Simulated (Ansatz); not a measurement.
ClH3Si···NH3

```xyz
9

Si   -0.1210    0.5805   -1.5745
N     0.1530   -0.8581    2.1696
H    -1.3392    1.1510   -2.2375
H     0.9068    0.2193   -2.6052
H    -0.4804   -0.6177   -0.7475
H     0.4071    0.0490    1.7513
Cl    0.6847    2.0113   -0.2877
H     0.6341   -1.5575    1.5859
H    -0.8453   -0.9776    1.9456
```

Theory: UKS PBE/def2-SVP (Ansatz 0.2.0).

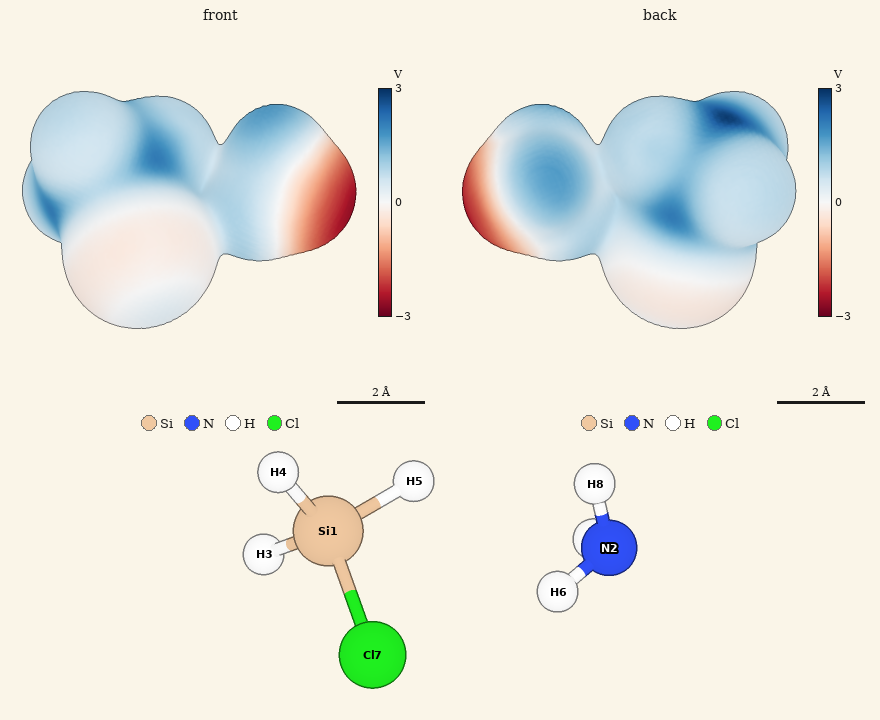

Figure 1. The electrostatic potential painted on the density surface at 0.004 e/bohr³, seen from the front and from behind; red is negative and blue positive. The bare structure is drawn below in the same view.

Describe the electrostatic potential map.

The most negative region (about −2.5 V) lies over N2, the most positive (about +2.7 V) over Si1. N2 is the likeliest acceptor of a hydrogen bond.

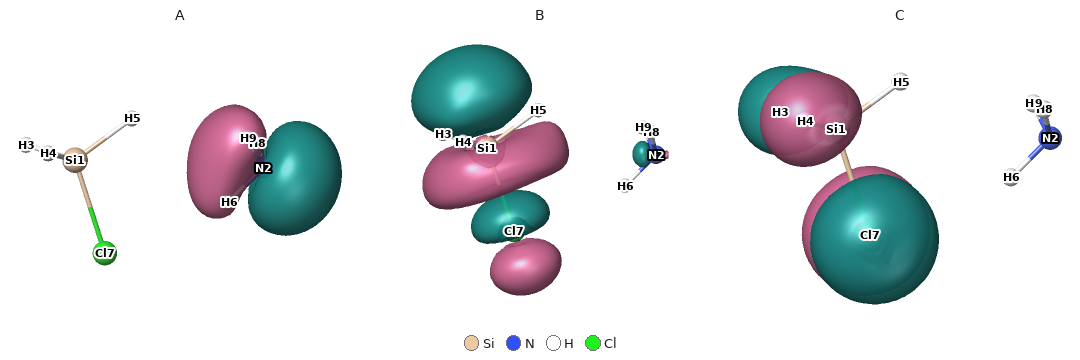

Figure 2. Three frontier orbitals at ±0.1 Å⁻³ᐟ² (teal and pink are the two phases), in no order.

Which picture is the HOMO−1, the HOMO and the LUMO?

C is the HOMO−1 (−7.66 eV). By Hirshfeld shares it lies mainly on Cl7 (about 70 %), Si1 (about 15 %), H4 (about 10 %) and H3 (about 5 %); largely a lone pair of Cl7. A is the HOMO (−5.52 eV). It lies mainly on N2 (about 80 %); largely a lone pair of N2. B is the LUMO (−0.97 eV). Its weight (Hirshfeld) is mainly on Si1 (about 55 %) and Cl7 (about 25 %).

What is the HOMO–LUMO gap?

4.55 eV between the orbital energies.

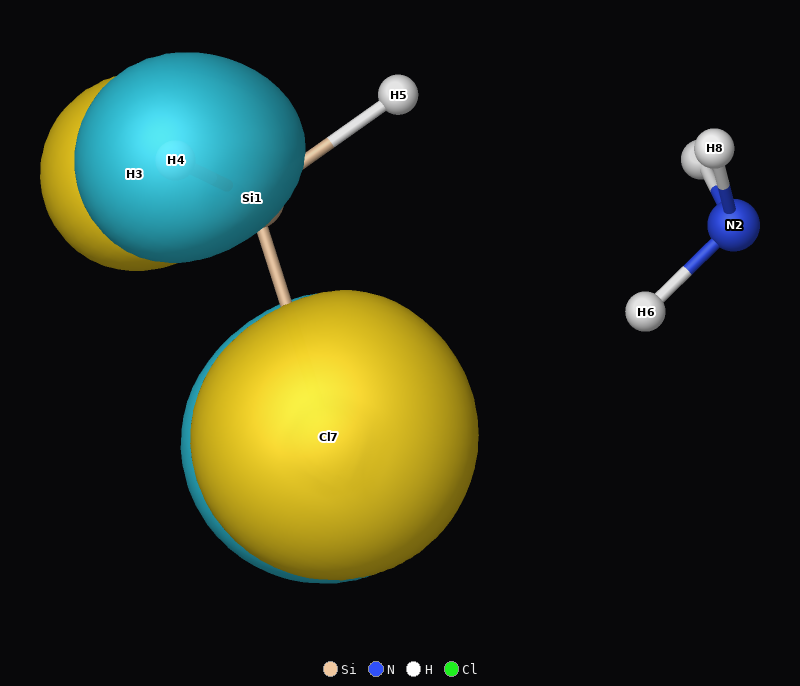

Figure 3. The HOMO−1 at ±0.1 Å⁻³ᐟ² (yellow and cyan are the two phases), seen across its widest extent.

Describe this orbital and give its energy.

By Hirshfeld shares it lies mainly on Cl7 (about 70 %), Si1 (about 15 %), H4 (about 10 %) and H3 (about 5 %); largely a lone pair of Cl7. Its energy is −7.66 eV.
